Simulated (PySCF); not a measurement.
# C6H12O: spin–spin coupling calculation

The run: spin–spin coupling calculation of C6H12O. Method and program: B3LYP/pcJ-1 indirect spin-spin coupling, non-relativistic, gas phase (PySCF 2.14.0).

The geometry comes from this level: PBE0-D3(BJ)/def2-SVP. Figures and captions count atoms from 1; the log counts them from 0 in places.

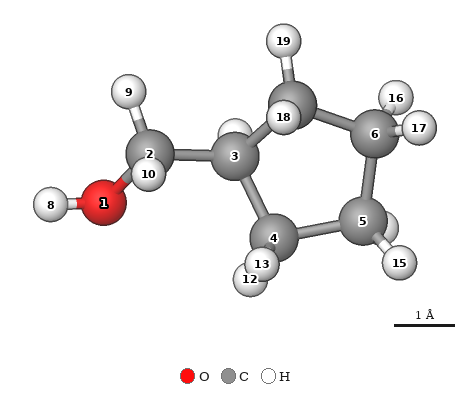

**Figure 1.** The input geometry (ball-and-stick view, seen at a tilt; atoms are numbered from 1 in the order of the input). Bond lengths as drawn: C–C 1.51 to 1.55 Å, C–H 1.10 to 1.11 Å, C–O 1.40 Å and H–O 0.96 Å.

Summary

| quantity | value |
| --- | --- |
| outcome | converged |
| total energy | −311.102178 hartree |
| HOMO | −7.40 eV |
| LUMO | 1.10 eV |
| dipole moment | 1.46 D |
| hardware | 1 CPU thread, shared host |
| wall time | 71 s |
| peak memory | 1.4 GiB |

Input
```
{"job": {"kind": "j", "xc": "B3LYP", "basis": "pcJ-1"}, "charge": 0, "multiplicity": 1}
O      2.361662    -1.420010     0.678775
C      1.938911    -0.137553     0.293784
C      0.437121    -0.057564     0.434691
C     -0.345308    -1.023757    -0.453736
C     -1.785526    -0.491096    -0.424208
C     -1.670693     1.010094    -0.059538
C     -0.167416     1.293502     0.057811
H      3.306521    -1.491053     0.517888
H      2.408712     0.650758     0.917613
H      2.208806     0.082729    -0.761192
H      0.189610    -0.275357     1.490983
H     -0.252998    -2.070058    -0.131087
H      0.063811    -0.965466    -1.478439
H     -2.376587    -1.023829     0.336707
H     -2.300061    -0.651799    -1.383471
H     -2.164754     1.204654     0.905227
H     -2.158440     1.665534    -0.796437
H      0.239656     1.605374    -0.920978
H      0.066976     2.094892     0.775606
```

The first line tells a small driver script what to run in PySCF; the rest is the geometry in Å.

The program's output
```
coarse grid: 15048 points
cycle   1  E = -310.9159295880  dE =  6.726e-01  |g| = 7.592e-01  |ddm| = 3.324e+00
cycle   2  E = -310.7905022964  dE =  1.254e-01  |g| = 1.118e+00  |ddm| = 1.751e+00
cycle   3  E = -311.0319920834  dE = -2.415e-01  |g| = 7.393e-02  |ddm| = 1.159e+00
cycle   4  E = -311.0326340300  dE = -6.419e-04  |g| = 4.355e-02  |ddm| = 8.275e-02
cycle   5  E = -311.0330381921  dE = -4.042e-04  |g| = 1.035e-02  |ddm| = 4.336e-02
cycle   6  E = -311.0330601493  dE = -2.196e-05  |g| = 2.147e-03  |ddm| = 1.091e-02
cycle   7  E = -311.0330610894  dE = -9.402e-07  |g| = 5.114e-04  |ddm| = 1.989e-03
final grid: 142920 points
cycle   8  E = -311.1021664479  dE = -1.691e-04  |g| = 7.187e-03  |ddm| = 3.414e-02
cycle   9  E = -311.1021573603  dE =  9.088e-06  |g| = 9.263e-03  |ddm| = 1.354e-02
cycle  10  E = -311.1021780076  dE = -2.065e-05  |g| = 7.964e-04  |ddm| = 8.377e-03
cycle  11  E = -311.1021780711  dE = -6.344e-08  |g| = 5.620e-04  |ddm| = 1.186e-03
cycle  12  E = -311.1021781296  dE = -5.858e-08  |g| = 7.241e-05  |ddm| = 5.002e-04
cycle  13  E = -311.1021781305  dE = -8.357e-10  |g| = 2.340e-05  |ddm| = 7.582e-05
```

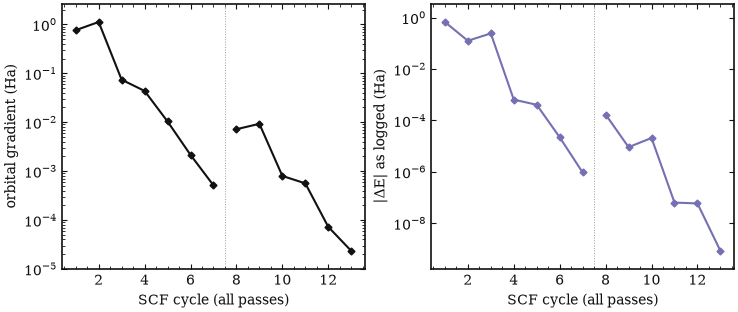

**Figure 2.** Convergence of the self-consistent field: orbital gradient and size of the energy change against the SCF cycle. The dotted line marks the change from a coarse to the final integration grid. The first 7 cycles use a coarse grid, the final grid takes over at cycle 8, and the field converges after 13 cycles in all.

```
converged SCF energy = -311.1021781305

Indirect spin-spin couplings (Hz)
  i      j    bonds     total        FC       PSO       DSO        SD
  0 O    1 C    1     19.493    20.529    -0.931    -0.105         -
  0 O    2 C    2     -9.154    -9.312     0.180    -0.022         -
  0 O    3 C    3     -0.755    -0.824     0.088    -0.018         -
  0 O    4 C    4      0.164     0.163    -0.021     0.023         -
  0 O    5 C    4     -0.631    -0.658    -0.003     0.030         -
  0 O    6 C    3     -3.409    -3.560     0.116     0.034         -
  0 O    7 H    1    -72.533   -59.494   -12.719    -0.320         -
  0 O    8 H    2     -3.231    -2.787    -0.627     0.184         -
  0 O    9 H    2     -2.562    -2.109    -0.630     0.178         -
  0 O   10 H    3     -2.099    -1.966    -0.065    -0.068         -
  0 O   11 H    4     -0.209    -0.258     0.197    -0.148         -
  0 O   12 H    4      0.154     0.151     0.008    -0.006         -
  0 O   16 H    5     -0.815    -0.825    -0.133     0.142         -
  0 O   17 H    4      0.446     0.403    -0.090     0.133         -
  0 O   18 H    4      0.474     0.436    -0.096     0.134         -
  1 C    2 C    1     43.262    44.032    -1.054     0.284         -
  1 C    3 C    2     -0.581    -0.406    -0.209     0.035         -
  1 C    4 C    3      4.390     4.389     0.054    -0.054         -
  1 C    5 C    3      5.951     5.969     0.033    -0.051         -
  1 C    6 C    2      3.438     3.517    -0.122     0.042         -
  1 C    7 H    2     -2.441    -2.476     0.599    -0.564         -
  1 C    8 H    1    141.915   140.800     0.097     1.019         -
  1 C    9 H    1    139.309   138.187     0.068     1.055         -
  1 C   10 H    2     -4.787    -4.703    -0.135     0.051         -
  1 C   11 H    3      0.150     0.215    -0.019    -0.045         -
  1 C   12 H    3      4.350     4.399    -0.233     0.184         -
  1 C   13 H    4     -0.300    -0.293     0.248    -0.255         -
  1 C   15 H    4     -0.413    -0.404     0.222    -0.232         -
  1 C   16 H    4      0.672     0.678     0.250    -0.255         -
  1 C   17 H    3      4.592     4.559    -0.167     0.200         -
  1 C   18 H    3      0.285     0.299    -0.046     0.033         -
  2 C    3 C    1     34.227    34.751    -0.799     0.275         -
  2 C    4 C    2      2.717     2.877    -0.215     0.055         -
  2 C    5 C    2      2.945     3.098    -0.210     0.056         -
  2 C    6 C    1     34.194    34.675    -0.750     0.270         -
  2 C    7 H    3     10.092    10.142     0.614    -0.664         -
  2 C    8 H    2     -2.617    -2.527    -0.123     0.033         -
  2 C    9 H    2     -3.139    -3.109    -0.092     0.062         -
  2 C   10 H    1    130.401   128.595     0.555     1.251         -
  2 C   11 H    2     -2.547    -2.528    -0.015    -0.003         -
  2 C   12 H    2     -3.818    -3.818    -0.074     0.073         -
  2 C   13 H    3     -0.021     0.014     0.036    -0.071         -
  2 C   14 H    3      6.523     6.544     0.333    -0.354         -
  2 C   15 H    3     -0.009     0.021     0.012    -0.042         -
  2 C   16 H    3      6.773     6.793     0.345    -0.365         -
  2 C   17 H    2     -3.910    -3.935    -0.031     0.055         -
  2 C   18 H    2     -1.722    -1.707     0.020    -0.035         -
  3 C    4 C    1     35.072    35.048    -0.202     0.227         -
  3 C    5 C    2      0.971     1.101    -0.160     0.030         -
  3 C    6 C    2      3.650     3.790    -0.191     0.050         -
  3 C    8 H    3      7.701     7.745     0.349    -0.392         -
  3 C    9 H    3      3.877     3.866    -0.096     0.107         -
  3 C   10 H    2     -2.409    -2.365    -0.078     0.034         -
  3 C   11 H    1    141.914   140.287     0.689     0.938         -
  3 C   12 H    1    129.031   127.186     0.849     0.997         -
  3 C   13 H    2     -3.261    -3.242     0.057    -0.076         -
  3 C   14 H    2     -2.728    -2.732     0.109    -0.105         -
  3 C   15 H    3      1.469     1.500     0.251    -0.283         -
  3 C   16 H    3      2.677     2.723     0.261    -0.308         -
  3 C   17 H    3      1.304     1.354    -0.097     0.047         -
  3 C   18 H    3      9.288     9.319     0.406    -0.437         -
  4 C    5 C    1     34.159    33.789     0.154     0.216         -
  4 C    6 C    2      1.268     1.404    -0.165     0.029         -
  4 C    8 H    4      0.325     0.335     0.290    -0.300         -
  4 C    9 H    4     -0.245    -0.238     0.173    -0.179         -
  4 C   10 H    3      0.968     0.992    -0.073     0.049         -
  4 C   11 H    2     -0.732    -0.732     0.138    -0.138         -
  4 C   12 H    2     -3.686    -3.659     0.040    -0.067         -
  4 C   13 H    1    133.820   132.040     0.929     0.851         -
  4 C   14 H    1    136.039   134.284     0.923     0.832         -
  4 C   15 H    2     -3.532    -3.530     0.098    -0.100         -
  4 C   16 H    2     -1.734    -1.761     0.171    -0.144         -
  4 C   17 H    3      0.073     0.107     0.085    -0.119         -
  4 C   18 H    3      8.222     8.254     0.378    -0.410         -
  5 C    6 C    1     35.431    35.456    -0.249     0.224         -
  5 C    7 H    5      0.372     0.388     0.322    -0.338         -
  5 C    8 H    4     -0.273    -0.274     0.221    -0.220         -
  5 C    9 H    4     -0.283    -0.276     0.173    -0.180         -
  5 C   10 H    3      1.289     1.309    -0.080     0.059         -
  5 C   11 H    3      8.139     8.168     0.366    -0.395         -
  5 C   12 H    3      0.009     0.041     0.106    -0.138         -
  5 C   13 H    2     -3.367    -3.363     0.099    -0.103         -
  5 C   14 H    2     -1.881    -1.900     0.157    -0.138         -
  5 C   15 H    1    133.316   131.535     0.926     0.854         -
  5 C   16 H    1    136.572   134.834     0.910     0.829         -
  5 C   17 H    2     -3.917    -3.892     0.051    -0.075         -
  5 C   18 H    2     -1.176    -1.172     0.139    -0.144         -
  6 C    7 H    4      1.042     1.077     0.350    -0.386         -
  6 C    8 H    3      1.088     1.069    -0.101     0.120         -
  6 C    9 H    3      1.595     1.601    -0.121     0.116         -
  6 C   10 H    2     -3.412    -3.355    -0.070     0.013         -
  6 C   11 H    3      9.798     9.813     0.419    -0.434         -
  6 C   12 H    3      1.158     1.186    -0.068     0.040         -
  6 C   13 H    3      2.079     2.111     0.278    -0.310         -
  6 C   14 H    3      2.178     2.221     0.246    -0.290         -
  6 C   15 H    2     -3.437    -3.405     0.045    -0.078         -
  6 C   16 H    2     -2.516    -2.509     0.113    -0.119         -
  6 C   17 H    1    128.945   127.092     0.885     0.967         -
  6 C   18 H    1    137.244   135.490     0.849     0.905         -
  7 H    8 H    3      0.664     0.869     0.859    -1.063         -
  7 H    9 H    3      1.952     2.121     0.479    -0.648         -
  7 H   10 H    4     -0.379    -0.253     2.350    -2.476         -
  7 H   16 H    6      0.306     0.375     1.131    -1.200         -
  7 H   17 H    5     -0.219    -0.135     1.047    -1.131         -
  7 H   18 H    5     -0.227    -0.140     1.190    -1.277         -
  8 H    9 H    2     -8.238    -8.300     1.758    -1.696         -
  8 H   10 H    3      4.177     4.232    -0.053    -0.003         -
  8 H   11 H    4     -0.701    -0.595     1.524    -1.630         -
  8 H   12 H    4     -0.270    -0.189     1.327    -1.408         -
  8 H   14 H    5      0.216     0.272     1.231    -1.287         -
  8 H   17 H    4     -0.309    -0.264    -0.105     0.060         -
  9 H   10 H    3     11.417    11.530     2.488    -2.601         -
  9 H   11 H    4     -0.331    -0.227     0.635    -0.739         -
  9 H   12 H    4     -0.247    -0.342    -1.783     1.878         -
  9 H   15 H    5      0.197     0.248     1.151    -1.203         -
  9 H   17 H    4     -0.237    -0.348    -1.744     1.854         -
  9 H   18 H    4     -0.215    -0.148     0.545    -0.612         -
 10 H   11 H    3      6.310     6.340    -0.303     0.273         -
 10 H   12 H    3     12.938    13.024     2.419    -2.505         -
 10 H   13 H    4     -0.235    -0.196    -0.675     0.636         -
 10 H   14 H    4     -0.546    -0.472     1.678    -1.752         -
 10 H   15 H    4     -0.225    -0.196    -0.819     0.790         -
 10 H   16 H    4     -0.438    -0.363     1.660    -1.735         -
 10 H   17 H    3     13.909    13.998     2.440    -2.529         -
 10 H   18 H    3      5.847     5.892    -0.186     0.141         -
 11 H   12 H    2    -13.985   -14.170     1.887    -1.702         -
 11 H   13 H    3      9.593     9.638    -0.342     0.296         -
 11 H   14 H    3      0.806     0.922     1.135    -1.251         -
 11 H   16 H    4     -0.591    -0.520     1.794    -1.865         -
 11 H   17 H    4     -0.329    -0.243     1.624    -1.710         -
 11 H   18 H    4      1.648     1.706     1.808    -1.866         -
 12 H   13 H    3     12.627    12.727     2.267    -2.368         -
 12 H   14 H    3     11.451    11.508    -0.465     0.408         -
 12 H   15 H    4     -0.649    -0.557     1.812    -1.904         -
 12 H   16 H    4     -0.380    -0.269     0.532    -0.643         -
 12 H   18 H    4     -0.330    -0.247     1.626    -1.710         -
 13 H   14 H    2    -14.900   -15.043     2.169    -2.026         -
 13 H   15 H    3     14.426    14.468    -0.684     0.642         -
 13 H   16 H    3      4.748     4.876     1.766    -1.893         -
 13 H   17 H    4     -0.646    -0.553     1.816    -1.909         -
 14 H   15 H    3      5.953     6.079     1.870    -1.996         -
 14 H   16 H    3     11.554    11.605    -0.372     0.321         -
 14 H   17 H    4     -0.375    -0.266     0.401    -0.510         -
 14 H   18 H    4     -0.638    -0.561     1.791    -1.868         -
 15 H   16 H    2    -14.683   -14.823     2.178    -2.038         -
 15 H   17 H    3     13.139    13.241     2.340    -2.443         -
 15 H   18 H    3      9.015     9.073    -0.303     0.246         -
 16 H   17 H    3     10.569    10.633    -0.371     0.307         -
 16 H   18 H    3      0.588     0.713     1.065    -1.190         -
 17 H   18 H    2    -13.032   -13.205     2.001    -1.828         -
```
